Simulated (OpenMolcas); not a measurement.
# W⁴⁺ among point charges: CASSCF and CASPT2 levels and susceptibility

How does a field of 3 point charges split the states of W⁴⁺, and what χT follows?

Program: OpenMolcas 26.06. Level of theory: state-averaged CASSCF and CASPT2, spin-orbit coupling by RASSI with atomic mean-field integrals. These are calculated values, not measurements, unless marked.

## (1) The atom as given

```
Species                           : W⁴⁺ (tungsten, Z = 74, 70 electrons)
Basis                             : ANO-RCC-VDZP [7s6p4d2f1g], 68 functions
Scalar Hamiltonian                : DKH2, point nucleus
Inactive shells                   : 1s 2s 2p 3s 3p 3d 4s 4p 4d 4f 5s 5p
Active space                      : 2 electrons in 5 orbitals (5d)
Some configurations of this space : 5d²
Orbitals                          : optimised for each spin and parity, averaged over all roots
```

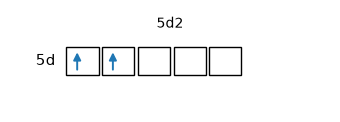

Outer shells as boxes.

The ion sits among 3 point charges of -2 e arranged as a planar triangle (D3h), 1.88 Å from the ion.

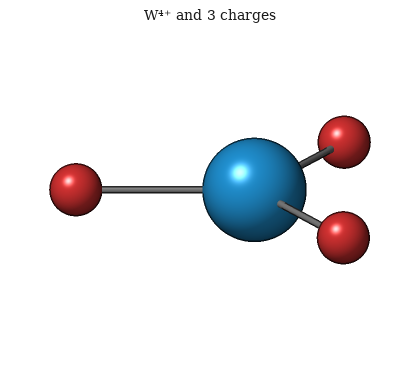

The ion and the point charges (red).

The work runs as a chain of OpenMolcas steps in one folder; each step below is one input file. Labels, J, g values, rates, χT and fits are worked out afterwards by a script from the matrices that RASSI stores.

## (2) One- and two-electron integrals

Input file a.inp:

```
&GATEWAY
Coord
1

W 0.0 0.0 0.0
Basis=ANO-RCC-VDZP
Group=NoSym
NoMove
AngMom=0.0 0.0 0.0
AMFI
XField
3 Angstrom 0
1.880000 0.000000 0.000000 -2.000000
-0.940000 1.628128 0.000000 -2.000000
-0.940000 -1.628128 0.000000 -2.000000
&SEWARD
```

The run is started by

```
> OMP_NUM_THREADS=1 MOLCAS_MEM=1689 MOLCAS_PROJECT=a pymolcas a.inp > a.log
```

What it wrote:

```text
Basis set label: W.ANO-RCC...7S6P4D2F1G.

      Electronic valence basis set:
      ------------------
      Associated Effective Charge  74.000000 au
      Associated Actual Charge     74.000000 au
      Nuclear Model: Point charge

      Shell  nPrim  nBasis  Cartesian Spherical Contaminant
         s      24       7        X
         p      21       6        X
         d      15       4                 X
         f      11       2                 X
         g       4       1                 X
                  Relativistic Douglas-Kroll-Hess integrals:
                    - DKH order of Hamiltonian: 2
                    - DKH order of Properties : 0
                  Atomic mean-field integrals
```

## (3) Reference wave functions, triplets, 10 roots

Input file a.inp:

```
&RASSCF
FileOrb=start.orb
Symmetry=1
Spin=3
nActEl=2 0 0
Inactive=34
Ras2=5
CIRoot=10 10 1
SDav=10
CIMx=300
Iter=120 100
PrWF=0.3
OrbListing=Nothing
MaxOrb=0
>>> COPY $Project.JobIph JOB001
```

start.orb holds the contracted functions of the basis, ordered by shell, or the orbitals of the step before.

What it wrote (excerpt; [...] marks lines left out):

```text
[...]
      Number of active orbitals                  5
[...]
      Spin quantum number                      1.0
[...]
      Active orbitals                            5
[...]
      Number of CSFs                            10
      Number of root(s) required                10
[...]
      Convergence after 11 iterations
[...]
      Natural orbitals and occupation numbers for root  1
      sym 1:   0.016304   0.016304   0.983696   0.983696   0.000000
      Natural orbitals and occupation numbers for root  2
      sym 1:   0.016304   0.983696   0.983696   0.016304  -0.000000
      Natural orbitals and occupation numbers for root  3
      sym 1:   0.008645   0.991355  -0.000000   0.991355   0.008645
::    RASSCF root number  1 Total energy: -16131.17374364
::    RASSCF root number  2 Total energy: -16131.17374364
::    RASSCF root number  3 Total energy: -16131.15124757
[...]
::    RASSCF root number  7 Total energy: -16131.06577604
::    RASSCF root number  8 Total energy: -16131.04109320
::    RASSCF root number  9 Total energy: -16131.04109319
::    RASSCF root number 10 Total energy: -16130.92912981
```

## (4) Reference wave functions, singlets, 15 roots

Input file a.inp:

```
&RASSCF
FileOrb=start.orb
Symmetry=1
Spin=1
nActEl=2 0 0
Inactive=34
Ras2=5
CIRoot=15 15 1
SDav=15
CIMx=300
Iter=120 100
PrWF=0.3
OrbListing=Nothing
MaxOrb=0
>>> COPY $Project.JobIph JOB002
```

What it wrote (excerpt; [...] marks lines left out):

```text
[...]
      Number of active orbitals                  5
[...]
      Spin quantum number                      0.0
[...]
      Active orbitals                            5
[...]
      Number of CSFs                            15
      Number of root(s) required                15
[...]
      Convergence after  9 iterations
[...]
      Natural orbitals and occupation numbers for root  1
      sym 1:   0.001445   0.075429   0.075429   1.846253   0.001445
      Natural orbitals and occupation numbers for root  2
      sym 1:   0.000365   0.999635   0.000365   0.999635   0.000000
      Natural orbitals and occupation numbers for root  3
      sym 1:   0.000365   0.000365   0.999635   0.999635  -0.000000
::    RASSCF root number  1 Total energy: -16131.15108361
::    RASSCF root number  2 Total energy: -16131.12704252
::    RASSCF root number  3 Total energy: -16131.12704252
[...]
::    RASSCF root number 12 Total energy: -16130.99602461
::    RASSCF root number 13 Total energy: -16130.90186801
::    RASSCF root number 14 Total energy: -16130.90186801
::    RASSCF root number 15 Total energy: -16130.85672810
```

## (5) RASSI: spin-orbit coupling between the states

Input file a.inp:

```
&RASSI
NrOfJobIphs=2 10 15
1 2 3 4 5 6 7 8 9 10
1 2 3 4 5 6 7 8 9 10 11 12 13 14 15
IphNames
JOB001
JOB002
EJob
SpinOrbit
DIPRint=1.0
SOCoupling=1000.0
Subsets=2
Property=9
'ANGMOM' 1 'ANGMOM' 2 'ANGMOM' 3 'MLTPL  1' 1 'MLTPL  1' 2 'MLTPL  1' 3
'AMFI' 1 'AMFI' 2 'AMFI' 3
SOProperty=3
'ANGMOM' 1 'ANGMOM' 2 'ANGMOM' 3
```

What it wrote:

```text
SPIN-FREE ENERGIES:
  (Shifted by EMIN (a.u.) =     -16131.1737436364)

 SF State       Relative EMIN(au)   Rel lowest level(eV)    D:o, cm**(-1)      L_eff

     1             0.0000000000        0.0000000000              0.0000         2.2
     2             0.0000000005        0.0000000133              0.0001         2.2
     3             0.0224960685        0.6121492102           4937.3164         2.7
    11             0.0226600252        0.6166106969           4973.3007         3.3
    12             0.0467011161        1.2708021070          10249.7102         3.6
    13             0.0467011171        1.2708021360          10249.7105         3.6
    14             0.0643583158        1.7512789897          14125.0176         2.4
    15             0.0643583172        1.7512790273          14125.0179         2.4
     4             0.0700320907        1.9056702699          15370.2673         2.8
     5             0.0700320999        1.9056705195          15370.2693         2.8
     6             0.1075571029        2.9267778717          23606.0555         2.9
     7             0.1079675928        2.9379478691          23696.1476         2.9
    16             0.1141852521        3.1071389986          25060.7661         3.5
    17             0.1141852592        3.1071391908          25060.7677         3.5
    18             0.1143964465        3.1128858907          25107.1179         2.2
     8             0.1326504406        3.6096023755          29113.4066         1.9
     9             0.1326504424        3.6096024249          29113.4070         1.9
    19             0.1566779054        4.2634229993          34386.8255         2.2
    20             0.1566779077        4.2634230620          34386.8260         2.2
    21             0.1759620167        4.7881704021          38619.1988         3.9
    22             0.1777190268        4.8359810828          39004.8179         3.9
    10             0.2446138290        6.6562813820          53686.5299         1.4
    23             0.2718756229        7.3981125852          59669.8021         3.8
    24             0.2718756229        7.3981125852          59669.8021         3.8
    25             0.3170155350        8.6264321693          69576.8677         1.0
     Dipole printing threshold changed to   1.00000000E+00

++ Dipole transition strengths (spin-free states):
   -----------------------------------------------
     for osc. strength at least  1.00000000E+00

  ( Max oscillator strength is only    3.0688941124997935E-004 )
--
Eigenvalues of complex Hamiltonian:
   -----------------------------------
  (Shifted by EMIN (a.u.) =     -16131.1737436364)

 SO State       Relative EMIN(au)   Rel lowest level(eV)    D:o, cm**(-1)     J-value

     1            -0.0253509947        0.0000000000              0.0000         1.7
     2            -0.0095120498        0.4309996484           3476.2466         1.8
     3            -0.0095120490        0.4309996693           3476.2468         1.8
     4            -0.0075129185        0.4853987828           3915.0052         2.2
     5            -0.0015334176        0.6481092915           5227.3540         1.9
     6            -0.0015334171        0.6481093051           5227.3541         1.9
     7             0.0172689893        1.1597488464           9354.0053         3.2
     8             0.0206208874        1.2509586413          10089.6619         3.1
     9             0.0206208876        1.2509586459          10089.6619         3.1
    10             0.0397170128        1.7705906852          14280.7770         3.3
    11             0.0426766491        1.8511264911          14930.3420         2.9
    12             0.0426766492        1.8511264934          14930.3421         2.9
    13             0.0535475229        2.1469380369          17316.2231         1.6
    14             0.0535475233        2.1469380479          17316.2232         1.6
    15             0.0645622100        2.4466629419          19733.6675         3.0
    16             0.0645622108        2.4466629639          19733.6676         3.0
    17             0.0697493275        2.5878116020          20872.1082         2.5
    18             0.0697493332        2.5878117549          20872.1094         2.5
    19             0.0801314769        2.8703242781          23150.7266         1.9
    20             0.0801753484        2.8715180820          23160.3553         1.9
    21             0.0991083022        3.3867100020          27315.6583         2.0
    22             0.0991083034        3.3867100348          27315.6586         2.0
    23             0.1060241445        3.5748996571          28833.5103         2.1
    24             0.1104967513        3.6966054895          29815.1340         2.3
    25             0.1107930851        3.7046691423          29880.1717         2.2
    26             0.1125551478        3.7526173116          30266.8998         2.8
    27             0.1125551528        3.7526174453          30266.9009         2.8
    28             0.1239078423        4.0615398667          32758.5282         2.4
    29             0.1239078432        4.0615398887          32758.5284         2.4
    30             0.1244927152        4.0774550687          32886.8930         2.0
    31             0.1292516114        4.2069512298          33931.3500         1.5
    32             0.1292516114        4.2069512300          33931.3500         1.5
    33             0.1336620961        4.3269666343          34899.3395         2.1
    34             0.1480702285        4.7190318886          38061.5590         2.2
    35             0.1480702298        4.7190319234          38061.5593         2.2
    36             0.1675132447        5.2481033127          42328.8079         1.9
    37             0.1675132461        5.2481033511          42328.8082         1.9
    38             0.1786639163        5.5515285450          44776.0974         2.8
    39             0.1803506419        5.5974266852          45146.2909         2.8
    40             0.2380924111        7.1686602709          57819.1444         2.0
    41             0.2477320270        7.4309675824          59934.7955         1.8
Weights of the five most important spin-orbit-free states for each spin-orbit state.

 SO State  Total energy (au)           Spin-free states, spin, and weights
 -------------------------------------------------------------------------------------------------------
    1        -0.025351       1 1.0  0.3738    2 1.0  0.3738    3 1.0  0.1401   11 0.0  0.0883   18 0.0  0.0232
    2        -0.009512       1 1.0  0.7825    3 1.0  0.1700    4 1.0  0.0201    5 1.0  0.0201   19 0.0  0.0045
    3        -0.009512       2 1.0  0.7825    3 1.0  0.1700    4 1.0  0.0201    5 1.0  0.0201   20 0.0  0.0045
    4        -0.007513       1 1.0  0.5000    2 1.0  0.5000    8 1.0  0.0000    9 1.0  0.0000   14 0.0  0.0000
    5        -0.001533       1 1.0  0.4252    2 1.0  0.4252   15 0.0  0.0913    4 1.0  0.0471    6 1.0  0.0047
    6        -0.001533       2 1.0  0.4252    1 1.0  0.4252   14 0.0  0.0913    5 1.0  0.0471    6 1.0  0.0047
    7         0.017269      11 0.0  0.5098    3 1.0  0.4744   18 0.0  0.0064    8 1.0  0.0024    9 1.0  0.0024
    8         0.020621       3 1.0  0.6172   13 0.0  0.2174    2 1.0  0.1510    8 1.0  0.0078   20 0.0  0.0044
    9         0.020621       3 1.0  0.6172   12 0.0  0.2174    1 1.0  0.1510    9 1.0  0.0078   19 0.0  0.0044
   10         0.039717      11 0.0  0.4001    3 1.0  0.3588    2 1.0  0.1132    1 1.0  0.1132    8 1.0  0.0069
   11         0.042677      12 0.0  0.3837    4 1.0  0.2249    5 1.0  0.2249    3 1.0  0.1614   19 0.0  0.0018
   12         0.042677      13 0.0  0.3837    4 1.0  0.2249    5 1.0  0.2249    3 1.0  0.1614   20 0.0  0.0018
```

These steps took 5.7 s in all on 1 thread of Intel Xeon 6975P-C (Granite Rapids), shared host.

States without spin-orbit coupling:

```tsv
state	degeneracy	E (cm-1)	free-ion L (%)
3E	2	0	F (58)
3A2	1	4937	F (85)
1A1	1	4973	G (73)
1E	2	10250	G (86)
1E	2	14125	D (81)
3E	2	15370	F (100)
3A1	1	23606	F (100)
3A2	1	23696	F (100)
1E	2	25061	G (81)
1A1	1	25107	D (46)
3E	2	29113	P (58)
1E	2	34387	D (86)
1A1	1	38619	G (100)
1A2	1	39005	G (100)
3A2	1	53687	P (85)
1E	2	59670	G (100)
1A1	1	69577	S (67)
```

With spin-orbit coupling:

```tsv
E (cm-1)	Degeneracy	Label	2S+1	g
0.0	1	A1	3	
3476	2	E	3	0.00 0.00 2.25
3915	1	A2	3	
5227	2	E	3	0.00 0.00 5.67
9354	1	A1	1	
10090	2	E	3	0.00 0.00 3.23
14281	1	A1	3	
14930	2	E	3	0.00 0.00 1.36
17316	2	E	3	0.00 0.00 3.58
19734	2	E	3	0.00 0.00 1.07
20872	2	E	3	0.00 0.00 3.95
23151	1	A2	3	
23160	1	A1	3	
27316	2	E	3	0.00 0.00 2.54
28834	1	A1	1	
29815	1	A2	3	
29880	1	A1	3	
30267	2	E	1	0.00 0.00 4.20
32759	2	E	3	0.00 0.00 1.82
32887	1	A2	3	
33931	2	E	3	0.00 0.00 9.84
34899	1	A1	3	
38062	2	E	3	0.00 0.00 5.51
42329	2	E	1	0.00 0.00 1.93
```

Labels of spin-orbit levels are those of the rotation subgroup (D3 for D3h). Principal g values are given for doublets only; a zero marks a field direction without first-order Zeeman splitting.

Powder χT (cm³ K/mol): 0.00 at 2 K, 0.00 at 5 K, 0.00 at 10 K, 0.00 at 20 K, 0.00 at 50 K, 0.01 at 100 K, 0.01 at 150 K, 0.02 at 200 K, 0.02 at 250 K, 0.03 at 300 K.

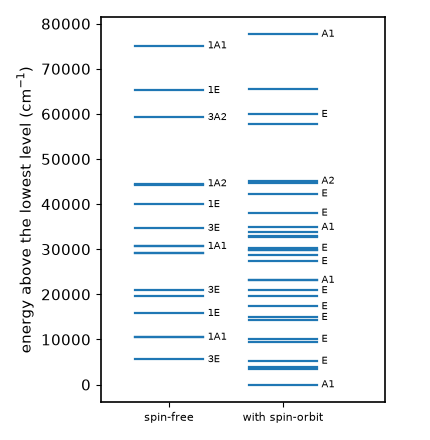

The states in the field without (left) and with (right) spin-orbit coupling.

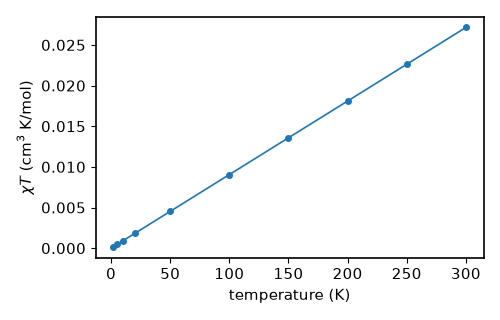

χT against temperature.

Orbitals of the lowest block (energies include the constant potential of the surroundings):

```tsv
shell	space	energy (hartree)	mean occupation	⟨r²⟩ (bohr²)
1s	inactive	-2563.5489	2.000	0.000431
2s	inactive	-447.8981	2.000	0.00704
2p	inactive	-393.2374	6.000	0.00582
3s	inactive	-105.4029	2.000	0.0460
3p	inactive	-88.8143	6.000	0.0466
3d	inactive	-68.9396	10.000	0.0390
4s	inactive	-22.8981	2.000	0.229
4p	inactive	-17.3283	6.000	0.259
4d	inactive	-9.9772	10.000	0.304
4f	inactive	-1.7946	14.000	0.500
5s	inactive	-3.3714	2.000	1.30
5p	inactive	-1.8436	6.000	1.57
5d	RAS2		2.000	3.75
```

## (6) CASPT2: IPEA 0.25, imaginary shift 0.1 (closed shells correlated: 4f 5s 5p)

Input file a.inp:

```
>>> COPY JOB001 $Project.JobIph
&CASPT2
Multistate=10 1 2 3 4 5 6 7 8 9 10
NoMult
Frozen=23
IPEA=0.25
Imaginary=0.1
MaxIter=60
WThr=0.0 0.3 0.05
PrWF=0.5
NoMix
>>> COPY JOB002 $Project.JobIph
&CASPT2
Multistate=15 1 2 3 4 5 6 7 8 9 10 11 12 13 14 15
NoMult
Frozen=23
IPEA=0.25
Imaginary=0.1
MaxIter=60
WThr=0.0 0.3 0.05
PrWF=0.5
NoMix
```

What it wrote (excerpt; [...] marks lines left out):

```text
[...]
      Active orbitals                            5
[...]
      E2 (Variational):          -0.7529508123
      Total energy:          -16131.9266944487
[...]
::    CASPT2 Root  1     Total energy: -16131.92669445
::    CASPT2 Root  2     Total energy: -16131.92672102
[...]
::    CASPT2 Root 12     Total energy: -16131.75237525
::    CASPT2 Root 13     Total energy: -16131.65837224
::    CASPT2 Root 14     Total energy: -16131.65839880
::    CASPT2 Root 15     Total energy: -16131.62617686
```

Time for this run: 6.8 s (1 thread of Intel Xeon 6975P-C (Granite Rapids), shared host).

SS-CASPT2: lowest energy less the reference's lowest, -0.7530 hartree; reference weights 0.911 to 0.928.

Spin-free states, with their symmetry labels:

```tsv
state	degeneracy	E (cm-1)	free-ion L (%)
3E	2	0	F (58)
1A1	1	4330	G (73)
3A2	1	5711	F (85)
1E	2	9590	G (86)
1E	2	13641	D (81)
3E	2	15690	F (100)
1A1	1	23563	D (46)
3A1	1	23921	F (100)
3A2	1	24018	F (100)
1E	2	24251	G (81)
3E	2	28513	P (58)
1E	2	32320	D (86)
1A1	1	37940	G (100)
1A2	1	38262	G (100)
3A2	1	52851	P (85)
1E	2	58890	G (100)
1A1	1	65959	S (67)
```

With spin-orbit coupling:

| E (cm-1) | Degeneracy | Label | 2S+1 | g |
| --- | --- | --- | --- | --- |
| 0 | 1 | A1 | 3 |  |
| 3600 | 2 | E | 3 | 0.00 0.00 2.20 |
| 3910 | 1 | A2 | 3 |  |
| 5200 | 2 | E | 3 | 0.00 0.00 5.66 |
| 9310 | 1 | A1 | 1 |  |
| 10360 | 2 | E | 3 | 0.00 0.00 3.10 |
| 14360 | 1 | A1 | 3 |  |
| 14960 | 2 | E | 3 | 0.00 0.00 1.68 |
| 17250 | 2 | E | 3 | 0.00 0.00 3.64 |
| 19610 | 2 | E | 3 | 0.00 0.00 0.94 |
| 20870 | 2 | E | 3 | 0.00 0.00 3.95 |
| 23460 | 1 | A2 | 3 |  |
| 23470 | 1 | A1 | 3 |  |
| 27460 | 2 | E | 3 | 0.00 0.00 2.48 |
| 27670 | 1 | A1 | 1 |  |
| 29540 | 2 | E | 1 | 0.00 0.00 4.19 |
| 30100 | 1 | A2 | 3 |  |
| 30170 | 1 | A1 | 3 |  |
| 31880 | 2 | E | 3 | 0.00 0.00 1.81 |
| 32280 | 1 | A2 | 3 |  |
| 33940 | 1 | A1 | 3 |  |
| 34230 | 2 | E | 3 | 0.00 0.00 9.84 |
| 37460 | 2 | E | 3 | 0.00 0.00 5.51 |
| 40680 | 2 | E | 1 | 0.00 0.00 1.93 |

Powder χT (cm³ K/mol): 0.00 at 2 K, 0.00 at 5 K, 0.00 at 10 K, 0.00 at 20 K, 0.00 at 50 K, 0.01 at 100 K, 0.01 at 150 K, 0.02 at 200 K, 0.02 at 250 K, 0.03 at 300 K.

## (7) The methods side by side

A. CASSCF
B. SS-CASPT2, IPEA 0.25, imaginary shift 0.1 (closed shells correlated: 4f 5s 5p)

```tsv
method	ground state	first state of that spin (cm-1)	first gap with spin-orbit (cm-1)	χT at 300 K
A	3E	3A2 4937	3476.2	0.03
B	3E	3A2 5711	3597.1	0.03
```

## (8) What came out

| quantity | value |
| --- | --- |
| method | SS-CASPT2, IPEA 0.25, imaginary shift 0.1 (closed shells correlated: 4f 5s 5p) |
| spin-free ground state | 3E, 2-fold in its orbital part |
| first state of the same spin within the active space | 3A2 at 5710 cm⁻¹ |
| lowest level | 1-fold A1 |
| next level | 3597.1 cm⁻¹ |
| χT at 300 K | 0.03 cm³ K/mol |
| effective moment at 300 K | 0.48 μB |

Cost by method:

```tsv
method	time of its own steps	time with the reference
A. CASSCF	5.7 s	5.7 s
B. SS-CASPT2, IPEA 0.25, imaginary shift 0.1, +4f 5s 5p	6.8 s	12 s
```

Times are of one thread on a shared host.

What this shows: The spin-free ground state (3E) comes to 58 % from free-ion F terms and keeps the highest spin of the shell. χT at 300 K is 0.03, against 1.00 cm³ K/mol for the spin alone, so spin-orbit coupling lowers it. CASPT2 does not keep the components of a term degenerate, and the means are used. The field of point charges can differ much from that of real complexes. Point charges carry no covalency, so the field is a model and not that of real ligands.
